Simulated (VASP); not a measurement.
Band structure of BRh₃ (space group Fm-3m). Level of theory: PBE GGA, VASP's PBE PAW potentials (set 64) (plane waves; VASP).

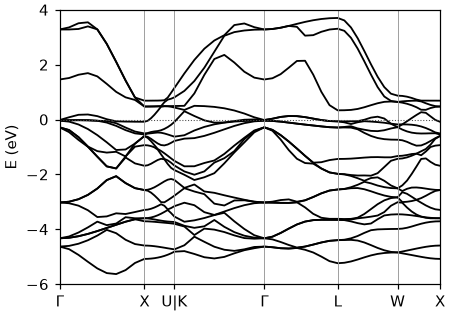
Figure. Bands along high-symmetry lines, zero at the valence-band maximum or, without a gap, the Fermi level

### Question
Read the plot: is there a gap, and where are the band edges?

### Answer
It has no gap at this level: it comes out as a metal or semimetal.

The structure was generated: BRh3 was put into an ordered model structure, which need not be its known phase. The cell was not relaxed at this level.
